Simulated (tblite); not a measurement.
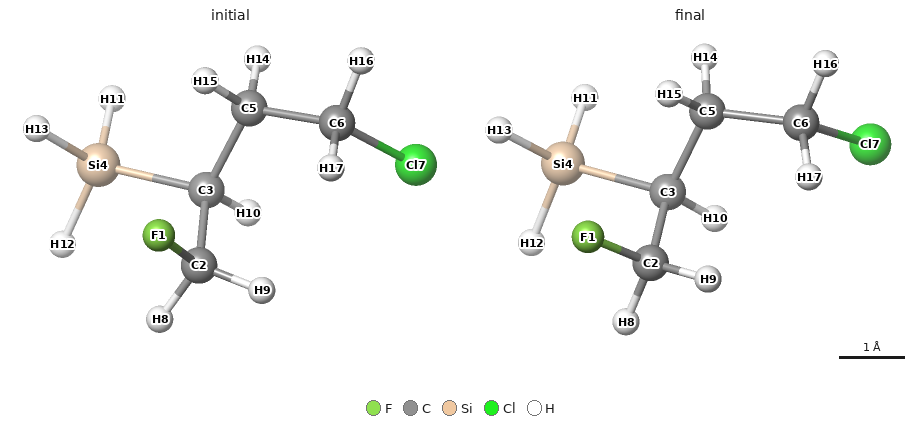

The structure of C4H10ClFSi before (left) and after (right) a relaxation, at one scale.

Style: ball-and-stick. Shown at a tilt.

Theory: GFN2-xTB geometry optimisation, gas phase (tblite). 

Summarise the run.

Answer. The atom that moves furthest after the best rigid fit is Cl7 (0.53 Å). By element the largest moves are Cl 0.53 Å, H 0.50 Å, F 0.49 Å, C 0.17 Å, Si 0.08 Å. Some distances before and after: Si4–H13 1.498 → 1.460 Å, Si4–H11 1.494 → 1.463 Å, C3–C5 1.560 → 1.531 Å, C3–Si4 1.895 → 1.917 Å. Bond angles that change, for instance: Si4–C3–H10 104.8° → 109.0°, F1–C2–C3 108.3° → 110.6°, H11–Si4–H13 108.4° → 110.5°. Over 94 geometry steps the energy falls by 10.7 kJ/mol. Cost: 1.1 s on 1 thread of Arm Neoverse N1 (shared host).
